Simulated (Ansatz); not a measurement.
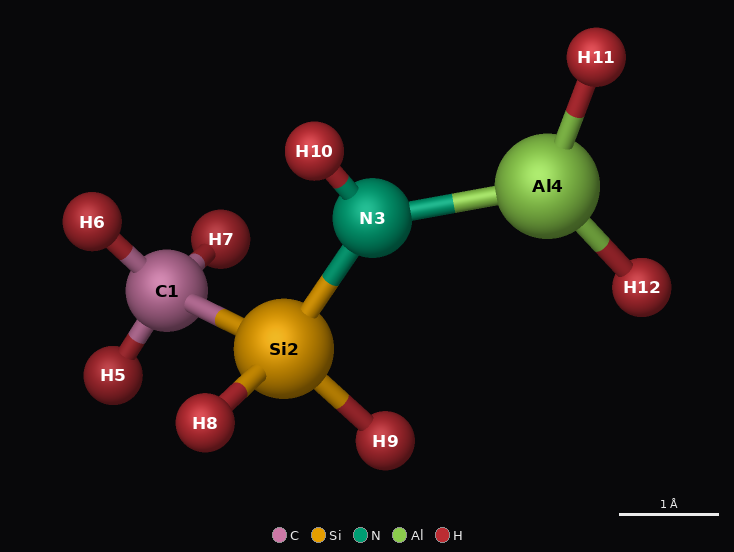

Orthographic view with a scale bar. The geometry was computed by an optimisation with PBE-D4/def2-SVP. No frequency run is at hand to confirm it as a minimum.

Give an XYZ file in the frame of the picture: x to the right, y up, z towards the viewer, origin at the mean of the atomic positions.

```xyz
12
CH8AlNSi
C   -1.64  -0.21  -1.22
Si  -0.45  -0.80   0.13
N    0.45   0.53   0.86
Al   2.22   0.85   0.88
H   -2.18  -1.07  -1.66
H   -2.39   0.49  -0.81
H   -1.09   0.31  -2.03
H   -1.25  -1.55   1.17
H    0.58  -1.73  -0.46
H   -0.14   1.21   1.36
H    2.72   2.16   1.65
H    3.18  -0.18   0.12
```
